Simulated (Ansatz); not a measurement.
Consider KCuCl3 (Pm-3m).

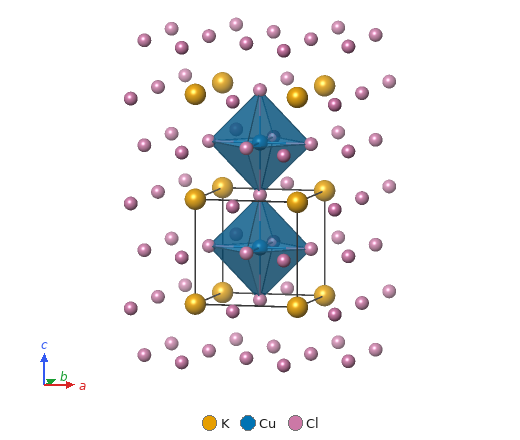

The structure (potassium orange, copper blue, chlorine pink). 1×1×2 cells are drawn. Some periodic images of atoms are drawn too.

It takes space group Pm-3m (No. 221, cubic). Conventional cell: a = 4.798 Å, b = 4.798 Å, c = 4.798 Å, α = 90.00°, β = 90.00°, γ = 90.00°. Nearest to K lie 12 Cl at 3.39 Å. Nearest to Cu lie 6 Cl at 2.40 Å. Nearest to Cl lie 2 Cu at 2.40 Å and 4 K at 3.39 Å. Farther neighbours and most contacts between anions are not listed.

```cif
data_structure
_symmetry_space_group_name_H-M 'P 1'
_symmetry_Int_Tables_number 1
_cell_length_a 4.7981
_cell_length_b 4.7981
_cell_length_c 4.7981
_cell_angle_alpha 90.000
_cell_angle_beta 90.000
_cell_angle_gamma 90.000
_cell_volume 110.46
loop_
_atom_site_label
_atom_site_type_symbol
_atom_site_fract_x
_atom_site_fract_y
_atom_site_fract_z
_atom_site_occupancy
K1 K 0.00000 0.00000 0.00000 1
Cu2 Cu 0.50000 0.50000 0.50000 1
Cl3 Cl 0.00000 0.50000 0.50000 1
Cl4 Cl 0.50000 0.00000 0.50000 1
Cl5 Cl 0.50000 0.50000 0.00000 1
```

The cell and positions are those that the Materials Project relaxed with its own functionals (PBE, PBE+U or r2SCAN), kept fixed. PAW set soft_2, made with PBE.

A constrained-RPA run (Ansatz 0.2.0; non-magnetic LDA; Cu d + anion p, bands v14 to v1, 4×4×4 mesh, medium accuracy) builds 14 functions on bands 7.1 eV wide, with 27.0 electrons in the window. The bare on-site interaction is 27.4 eV and the bare J 0.95 eV.

Q: What U and J survive the screening?

On the Cu d shell, U = 8.88 eV (32 % of the bare value), U′ = 7.30 eV, J = 0.79 eV.

The parent state is non-magnetic and the interaction static (zero frequency); U depends on the window and the orbitals, so it belongs to this model alone. A window that holds the anion p bands defines a model with explicit ligands; its U belongs to that model and is not the U of DFT+U.

[Paths, hosts, dates, memory and timing lines, banners, echoed tables and standing remarks are left out of the program output.]

[Logs are printed without paths, hosts, clocks, repeated set-up lines and the standing remarks that a program may print on its own settings, such as how far it seeks lower states.]

[Runs of the session that timed out or met a known fault of the program may be left out.]

[Hosts, paths, dates, database ids (printed as entryN), source tags and the programs' standing remarks are cut or masked in the printed files.]
